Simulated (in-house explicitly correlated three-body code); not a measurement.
Two electrons around a point charge Z = 9.4. Computed variationally in 260 exponentially correlated functions with an in-house code, non-relativistic, converged to about 10⁻⁸ of the energy. The exact exchange and correlation energies are −5652 and −45.63 millihartree. Wanted, and plotted below: the errors of LDA (VWN5), OLYP, PBEsol, RPBE, SCAN and revTPSS, evaluated on the exact density.

By the size of the summed error (millihartree): SCAN −2.4, revTPSS −8.3, RPBE +13, OLYP +24, PBEsol +336, LDA (VWN5) +647. Errors of exchange and correlation cancel by a quarter or more for SCAN (−4.0 and +1.7).

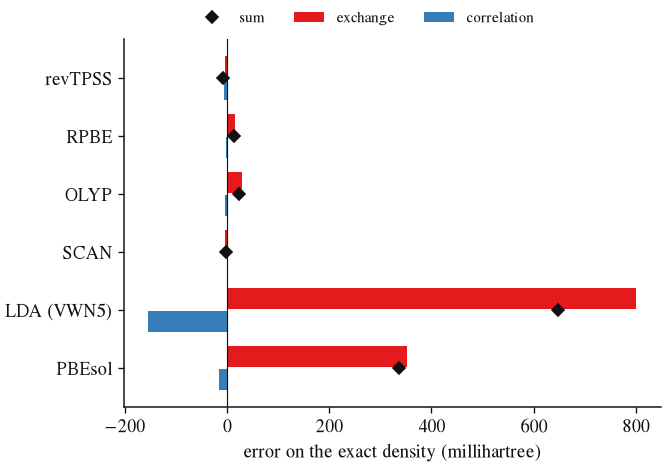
